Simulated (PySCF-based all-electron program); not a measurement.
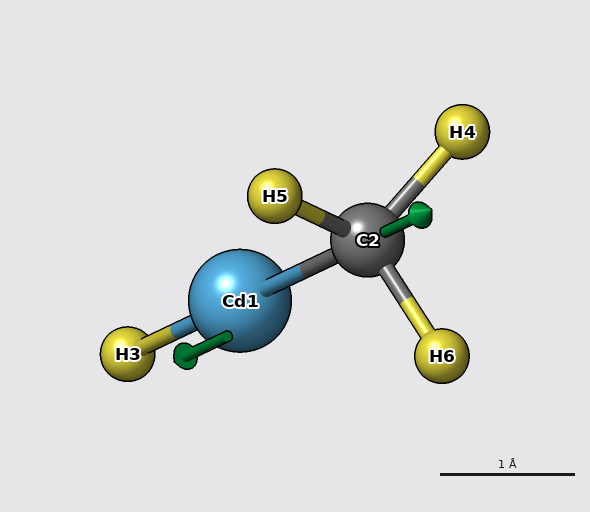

Arrows show the forces on the atoms, 0.2 Å of arrow for 1 eV/Å; forces under a tenth of the largest aren't drawn. Level of theory: r2SCAN, all-electron, scalar-relativistic (Koelling-Harmon), large uncontracted Gaussian sets (PySCF-based all-electron program).

Q: On which atom is the force largest, and how large is it?

A: On Cd1: 4.09 eV/Å.

Q: Which bond do the forces act along most?

A: Cd1–C2, now 1.910 Å: the forces push its atoms apart, so a first step downhill lengthens it.

List the force components in the frame of the picture (x right, y up, z towards the viewer), in eV/Å.

| atom | Fx | Fy | Fz |
| --- | --- | --- | --- |
| Cd1 | −2.05 | −0.97 | −3.40 |
| C2 | 1.80 | 0.86 | 2.99 |
| H3 | 0.05 | 0.02 | 0.08 |
| H4 | −0.07 | −0.16 | 0.25 |
| H5 | 0.30 | −0.03 | −0.01 |
| H6 | −0.03 | 0.29 | 0.10 |
